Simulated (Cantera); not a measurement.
Charge: 1 mol SiH₂Cl₂, 0.06 mol CH₄, 15 mol H₂, at 1330 Pa.

These are equilibrium values from Cantera (NASA tables, ideal gas, pure condensed phases), not measurements of a reactor. Candidate condensed phases: C, C₆H₆, C₇H₈, C₈H₁₈, Si, SiC; 109 gas species. Mutual solubility and eutectic melting of coexisting phases are not modelled. The tables' values for SiCl₃ are old estimates; treat these amounts as uncertain. Equilibrium is a limit: real reactors are often held back by kinetics, nucleation or transport.

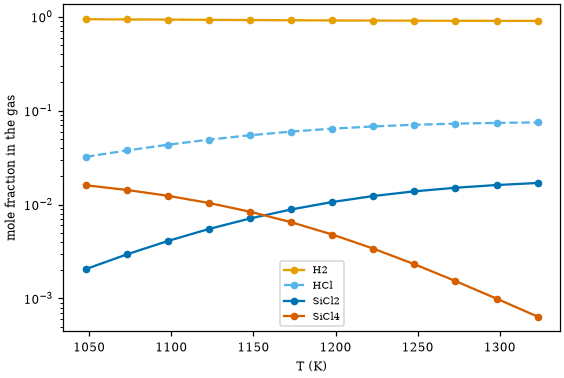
Fig. 1. Equilibrium gas composition (values under 1e-9 drawn at 1e-9)

From 1048 K to 1323 K the condensed part is Si(s) + SiC(s). The main Si-bearing gas is SiCl₄ at 1048 K and SiCl₂ at 1323 K.
